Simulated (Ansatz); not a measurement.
# Work function of Pd(100): what the settings cost and change, part 2 of 2

Aim: the numerical settings behind the work function of Pd(100), with the cost of each.

Ansatz 0.2.0; plane-wave DFT, PBE, Ansatz PAW.

So far. Step 6 (Slab): The work function is 4.779 eV, -0.306 eV from the run “cutoff 420 eV”, at 0.090 times its CPU time. Step 7 (Run): The work function is 5.070 eV, -0.016 eV from the run “cutoff 420 eV”, at 0.18 times its CPU time.

## Step 8: Slab

input.yaml reads:

```yaml
crystal:
  lattice:
    - [2.7506453788, 0.0, 0.0]
    - [0.0, 2.7506453788, 0.0]
    - [0.0, 0.0, 29.67]
  atoms:
    - { symbol: Pd, position: [0.0, 0.0, 0.3033367037] }
    - { symbol: Pd, position: [0.5, 0.5, 0.3688911358] }
    - { symbol: Pd, position: [0.0, 0.0, 0.4344455679] }
    - { symbol: Pd, position: [0.5, 0.5, 0.5] }
    - { symbol: Pd, position: [0.0, 0.0, 0.5655544321] }
    - { symbol: Pd, position: [0.5, 0.5, 0.6311088642] }
    - { symbol: Pd, position: [0.0, 0.0, 0.6966632963] }
kpoints:
  mp_grid: { grid: [10, 10, 1] }
hamiltonian:
  xc: pbe
scf:
  occupations: { method: fermi_dirac, width: 0.1 }
  convergence: { dr2_threshold: 1.0e-09 }
efield:
  axis: 3
  dipole_correction: true
  ramp_position: 0.97
  ramp_width: 0.06
output:
  write_potential: true
  write_density: true
  volumetric_format: npy
```

Started as:

```
$ ansatz run input.yaml --threads 2 --pin off --max-ram 3072MiB --backend cpu --events-out ev --progress --plain --runs-dir out
```

Numbers of over 12 decimals in the logs are rounded to 6 here.

Log:

```text
[...]
Crystal: 7 atoms, lattice volume = 224.485 Å³
Basis set: ecut = 420 eV, 4471 PW (Γ)
Bands: 76, of which v1, the nominal top of the filled ones, is band 63 counted from 1 (62 counted from 0)
Symmetry: 8 space group operations
k-points: 21 of 100
[...]
k-point 0: bands = [... 59 lower, 5.7426, 5.8576, 6.1126, 6.2742, 6.2742, 6.3191, 6.3533, 6.5698, ... 9 higher]
  k-point 1: bands = [... 59 lower, 5.6496, 5.8798, 5.9897, 6.0233, 6.2203, 6.2340, 6.3961, 6.4270, ... 9 higher]
  k-point 2: bands = [... 59 lower, 5.3761, 5.7419, 5.8509, 6.0078, 6.0983, 6.3336, 6.4445, 6.4741, ... 9 higher]
  k-point 20: bands = [... 59 lower, 6.6802, 6.6802, 7.0287, 7.0287, 10.2570, 10.2570, 11.5604, 11.5604, ... 9 higher]
[key lines of the parts left out:]
SCF converged after 13 iterations
Free energy (F): -48808.697898 eV
Fermi energy:    6.385690 eV
Dipole field:    D = 0.000001 V/Å  (p = 0.000001 e·Å, saw-weighted, corrected)
Work function:   Φ+ = 5.0883 eV   Φ− = 5.0884 eV
```

It took 23 s on 2 threads of Arm Neoverse V2, shared host; peak memory 0.67 GiB; 47 s of CPU time.

The work function is 5.088 eV, +0.002 eV from the run “cutoff 420 eV”, at 0.55 times its CPU time.

## Step 9: Slab

input.yaml, as its differences from that of step 8:

```diff
@@ -14,3 +14,3 @@
 kpoints:
-  mp_grid: { grid: [10, 10, 1] }
+  mp_grid: { grid: [22, 22, 1] }
 hamiltonian:
```

Log:

```text
[...]
Crystal: 7 atoms, lattice volume = 224.485 Å³
Basis set: ecut = 420 eV, 4471 PW (Γ)
Bands: 76, of which v1, the nominal top of the filled ones, is band 63 counted from 1 (62 counted from 0)
Symmetry: 8 space group operations
k-points: 78 of 484
[...]
k-point 0: bands = [... 59 lower, 5.7428, 5.8589, 6.1125, 6.2754, 6.2754, 6.3203, 6.3543, 6.5709, ... 9 higher]
  k-point 1: bands = [... 59 lower, 5.7300, 5.9512, 6.0276, 6.2178, 6.2888, 6.3121, 6.3485, 6.4017, ... 9 higher]
  k-point 2: bands = [... 59 lower, 5.6940, 5.8988, 6.0237, 6.0606, 6.2379, 6.2409, 6.3362, 6.4162, ... 9 higher]
  k-point 77: bands = [... 59 lower, 6.6835, 6.6835, 7.0309, 7.0309, 10.2588, 10.2588, 11.5621, 11.5621, ... 9 higher]
[key lines of the parts left out:]
SCF converged after 13 iterations
Free energy (F): -48808.679864 eV
Fermi energy:    6.386343 eV
Dipole field:    D = -0.000001 V/Å  (p = -0.000001 e·Å, saw-weighted, corrected)
Work function:   Φ+ = 5.0865 eV   Φ− = 5.0865 eV
```

Wall time 91 s (2 threads); peak memory 1.4 GiB.

The work function is 5.086 eV, +0.001 eV from the run “cutoff 420 eV”, at 2.1 times its CPU time.

## Step 10: Slab

input.yaml, as its differences from that of step 9:

```diff
@@ -14,3 +14,3 @@
 kpoints:
-  mp_grid: { grid: [22, 22, 1] }
+  mp_grid: { grid: [15, 15, 1] }
 hamiltonian:
@@ -18,3 +18,3 @@
 scf:
-  occupations: { method: fermi_dirac, width: 0.1 }
+  occupations: { method: gaussian, width: 0.05 }
   convergence: { dr2_threshold: 1.0e-09 }
```

Log:

```text
[...]
Crystal: 7 atoms, lattice volume = 224.485 Å³
Basis set: ecut = 420 eV, 4471 PW (Γ)
Bands: 76, of which v1, the nominal top of the filled ones, is band 63 counted from 1 (62 counted from 0)
Symmetry: 8 space group operations
k-points: 36 of 225
[...]
k-point 0: bands = [... 59 lower, 5.7610, 5.8734, 6.1290, 6.2929, 6.2929, 6.3390, 6.3723, 6.5844, ... 9 higher]
  k-point 1: bands = [... 59 lower, 5.7823, 5.9830, 6.0115, 6.2378, 6.2660, 6.2804, 6.3051, 6.3964, ... 9 higher]
  k-point 2: bands = [... 59 lower, 5.5903, 5.8268, 5.8604, 5.9978, 6.1693, 6.2749, 6.4769, 6.5554, ... 9 higher]
  k-point 35: bands = [... 59 lower, 6.6361, 6.6446, 6.9627, 6.9754, 9.9965, 10.4763, 11.2592, 11.7294, ... 9 higher]
[key lines of the parts left out:]
SCF converged after 13 iterations
Free energy (F): -48808.448769 eV
Fermi energy:    6.359717 eV
Dipole field:    D = 0.000001 V/Å  (p = 0.000001 e·Å, saw-weighted, corrected)
Work function:   Φ+ = 5.0980 eV   Φ− = 5.0980 eV
```

The job ended after 44 s (2 threads; peak memory 0.86 GiB).

The work function is 5.098 eV, +0.012 eV from the run “cutoff 420 eV”, at 1.0 times its CPU time.

## Step 11: Run

input.yaml, as its differences from that of step 10:

```diff
@@ -18,3 +18,3 @@
 scf:
-  occupations: { method: gaussian, width: 0.05 }
+  occupations: { method: methfessel_paxton, width: 0.2 }
   convergence: { dr2_threshold: 1.0e-09 }
```

Log:

```text
[...]
Crystal: 7 atoms, lattice volume = 224.485 Å³
Basis set: ecut = 420 eV, 4471 PW (Γ)
Bands: 76, of which v1, the nominal top of the filled ones, is band 63 counted from 1 (62 counted from 0)
Symmetry: 8 space group operations
k-points: 36 of 225
[...]
k-point 0: bands = [... 59 lower, 5.7496, 5.8640, 6.1171, 6.2831, 6.2831, 6.3281, 6.3617, 6.5744, ... 9 higher]
  k-point 1: bands = [... 59 lower, 5.7721, 5.9714, 6.0005, 6.2308, 6.2562, 6.2701, 6.2943, 6.3864, ... 9 higher]
  k-point 2: bands = [... 59 lower, 5.5803, 5.8192, 5.8482, 5.9859, 6.1589, 6.2655, 6.4668, 6.5452, ... 9 higher]
  k-point 35: bands = [... 59 lower, 6.6278, 6.6385, 6.9495, 6.9622, 9.9877, 10.4674, 11.2514, 11.7216, ... 9 higher]
[key lines of the parts left out:]
SCF converged after 14 iterations
Free energy (F): -48808.443625 eV
Fermi energy:    6.358071 eV
Dipole field:    D = -0.000000 V/Å  (p = -0.000000 e·Å, saw-weighted, corrected)
Work function:   Φ+ = 5.1071 eV   Φ− = 5.1071 eV
```

It took 45 s on 2 threads; peak memory 0.87 GiB.

The work function is 5.107 eV, +0.021 eV from the run “cutoff 420 eV”, at 1.0 times its CPU time.

## Step 12: Slab

input.yaml, as its differences from that of step 11:

```diff
@@ -18,3 +18,3 @@
 scf:
-  occupations: { method: methfessel_paxton, width: 0.2 }
+  occupations: { method: fermi_dirac, width: 0.3 }
   convergence: { dr2_threshold: 1.0e-09 }
```

Log:

```text
band count auto-derived: 83 (N_el = 126.0; filled up to band 63; 76 by the electrons, moments and atoms)
[...]
Crystal: 7 atoms, lattice volume = 224.485 Å³
Basis set: ecut = 420 eV, 4471 PW (Γ)
Bands: 83, of which v1, the nominal top of the filled ones, is band 63 counted from 1 (62 counted from 0)
Symmetry: 8 space group operations
k-points: 36 of 225
[...]
k-point 0: bands = [... 59 lower, 5.6884, 5.8184, 6.0720, 6.2209, 6.2209, 6.2696, 6.3068, 6.5310, ... 16 higher]
  k-point 1: bands = [... 59 lower, 5.7054, 5.9186, 5.9524, 6.1877, 6.2072, 6.2086, 6.2373, 6.3316, ... 16 higher]
  k-point 2: bands = [... 59 lower, 5.5314, 5.7669, 5.7933, 5.9358, 6.0970, 6.2032, 6.4144, 6.5032, ... 16 higher]
  k-point 35: bands = [... 59 lower, 6.5766, 6.5832, 6.9102, 6.9229, 9.9500, 10.4304, 11.2105, 11.6812, ... 16 higher]
[key lines of the parts left out:]
SCF converged after 11 iterations
Free energy (F): -48810.039758 eV
Fermi energy:    6.510121 eV
Dipole field:    D = -0.000000 V/Å  (p = -0.000000 e·Å, saw-weighted, corrected)
Work function:   Φ+ = 4.9947 eV   Φ− = 4.9947 eV
```

The job ended after 48 s (2 threads; peak memory 0.93 GiB).

The work function is 4.995 eV, -0.091 eV from the run “cutoff 420 eV”, at 1.1 times its CPU time.

## Step 13: Run

input.yaml, as its differences from that of step 12:

```diff
@@ -18,3 +18,3 @@
 scf:
-  occupations: { method: fermi_dirac, width: 0.3 }
+  occupations: { method: cold, width: 0.1 }
   convergence: { dr2_threshold: 1.0e-09 }
```

Log:

```text
[...]
Crystal: 7 atoms, lattice volume = 224.485 Å³
Basis set: ecut = 420 eV, 4471 PW (Γ)
Bands: 76, of which v1, the nominal top of the filled ones, is band 63 counted from 1 (62 counted from 0)
Symmetry: 8 space group operations
k-points: 36 of 225
[...]
k-point 0: bands = [... 59 lower, 5.7515, 5.8650, 6.1178, 6.2864, 6.2864, 6.3315, 6.3644, 6.5759, ... 9 higher]
  k-point 1: bands = [... 59 lower, 5.7751, 5.9726, 6.0018, 6.2328, 6.2583, 6.2735, 6.2975, 6.3887, ... 9 higher]
  k-point 2: bands = [... 59 lower, 5.5824, 5.8217, 5.8498, 5.9879, 6.1625, 6.2681, 6.4691, 6.5467, ... 9 higher]
  k-point 35: bands = [... 59 lower, 6.6307, 6.6422, 6.9530, 6.9656, 9.9887, 10.4684, 11.2532, 11.7233, ... 9 higher]
[key lines of the parts left out:]
SCF converged after 14 iterations
Free energy (F): -48808.430221 eV
Fermi energy:    6.352424 eV
Dipole field:    D = 0.000000 V/Å  (p = 0.000000 e·Å, saw-weighted, corrected)
Work function:   Φ+ = 5.1116 eV   Φ− = 5.1116 eV
```

Wall time 43 s (2 threads); peak memory 0.87 GiB.

The work function is 5.112 eV, +0.026 eV from the run “cutoff 420 eV”, at 1.0 times its CPU time.

## Step 14: Side by side

Times are for 2 threads of Arm Neoverse V2, shared host. The runs compared:

| no. | setting | work function, upper face (eV) | time | memory (GiB) |
| --- | --- | --- | --- | --- |
| 1 | cutoff 200 eV | 5.827 | 22 s | 0.46 |
| 2 | cutoff 300 eV | 5.096 | 30 s | 0.62 |
| 3 | cutoff 420 eV | 5.086 | 43 s | 0.87 |
| 4 | cutoff 600 eV | 5.085 | 73 s | 1.3 |
| 5 | mesh 3x3 | 4.779 | 3.9 s | 0.45 |
| 6 | mesh 5x5 | 5.070 | 8.3 s | 0.47 |
| 7 | mesh 10x10 | 5.088 | 23 s | 0.67 |
| 8 | mesh 22x22 | 5.086 | 91 s | 1.4 |
| 9 | Gaussian smearing 0.05 eV | 5.098 | 44 s | 0.86 |
| 10 | methfessel_paxton smearing 0.2 eV | 5.107 | 45 s | 0.87 |
| 11 | fermi_dirac smearing 0.3 eV | 4.995 | 48 s | 0.93 |
| 12 | cold smearing 0.1 eV | 5.112 | 43 s | 0.87 |

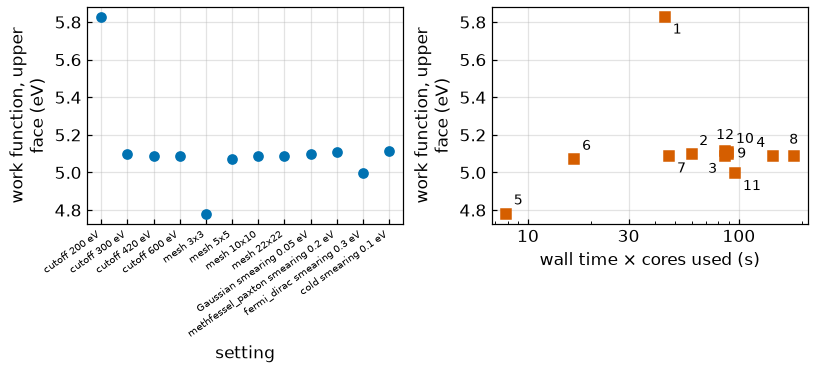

The series as plots; the last panel sets the first result against cost, with the runs numbered as in the table.

## Step 15: Varying the input

This step: plane-wave DFT, PBE, Ansatz PAW, but for the change named below (Ansatz 0.2.0).

An input spoilt on purpose, to show how the run answers: it repeats the earlier run “cutoff 200 eV” with magnetization to spin_polarized: true, spin_orbit: true and hamiltonian.pseudopotentials to kind: nc, and scf.max_iter set to 100; its output block differs too.

input.yaml, as its differences from that of step 13:

```diff
@@ -17,5 +17,7 @@
   xc: pbe
+  pseudopotentials: { kind: nc }
 scf:
-  occupations: { method: cold, width: 0.1 }
+  occupations: { method: fermi_dirac, width: 0.1 }
   convergence: { dr2_threshold: 1.0e-09 }
+  max_iter: 100
 efield:
@@ -25,2 +27,4 @@
   ramp_width: 0.06
+basis:
+  ecutwfc: "200 eV"
 output:
@@ -29 +33,4 @@
   volumetric_format: npy
+magnetization:
+  spin_polarized: true
+  spin_orbit: true
```

Log:

```text
Error: 2 input errors — fix all and re-run
  1. inconsistent input (magnetization.spin_orbit, magnetization.noncollinear): true requires noncollinear: true — spin–orbit coupling acts on 2-spinor wavefunctions; set both flags
  2. inconsistent input (magnetization.spin_orbit, hamiltonian.pseudopotentials.kind): true requires a fully-relativistic hamiltonian.pseudopotentials.kind (nc_fr or paw_fr), or kind: all_electron without datasets and azcp, which then solves Dirac's equation on LAPW. paw_fr resolves this project's PAW files (source: ansatz) by j as it reads them
```

Run time: 0.01 s. Hardware: 2 threads; peak memory 0.06 GiB.

The program refused the input before any cycle.

The program's message: “Error: 2 input errors — fix all and re-run”

The fault put into the input: spin-orbit coupling asked of a collinear run on scalar files.

## Step 16: Results

```yaml
work_function_cutoff_200_ev: 5.827 eV
work_function_cutoff_420_ev: 5.086 eV
work_function_cutoff_600_ev: 5.085 eV
work_function_mesh_3x3: 4.779 eV
```

In words: The run at the highest cutoff gives 5.09 eV, and the settings tried spread the value from 4.78 to 5.83 eV. Against 600 eV, a cutoff of 200 eV is off by +0.741 eV. Against 600 eV, a cutoff of 420 eV is off by +0.000 eV. Against the finest mesh, 22 points along a, the coarser ones are off by -0.31 (3), -0.02 (5) and +0.00 (10) eV. The smearing schemes and widths spread it over 0.12 eV. The program marks the value as in doubt in “cutoff 200 eV”. The ladder's slabs use the tabulated experimental lattice constant (two decimals; a low-temperature value for the alkali metals). In 1 run of the series (cutoff 200 eV) the program warns that electrons reach the sawtooth's ramp, which makes dipole and work function less sure.

Comparison with the measured values:

| quantity | measured | cutoff 600 eV |
| --- | --- | --- |
| work function (clean (100) face, a compiled value) (eV) | 5.48 | 5.09 (-0.39 eV) |

Measured values from arxiv:1902.07811 (2019).

**Verdict.** The work function is off by -0.39 eV: a clear miss. The grades are ours: good and fair within 3 and 7 % for the work function. No cell relaxation is part of this session.

[Logs are printed without paths, hosts, clocks, repeated set-up lines and the standing remarks that a program may print on its own settings, such as how far it seeks lower states.]

[Hosts, paths, dates, database ids (printed as entryN), source tags and the programs' standing remarks are cut or masked in the printed files.]

[Maps of the electrostatic potential energy from Ansatz leave out the sawtooth potential of an applied field or a dipole correction, so their vacuum need not be flat; planar profiles and work functions include it.]
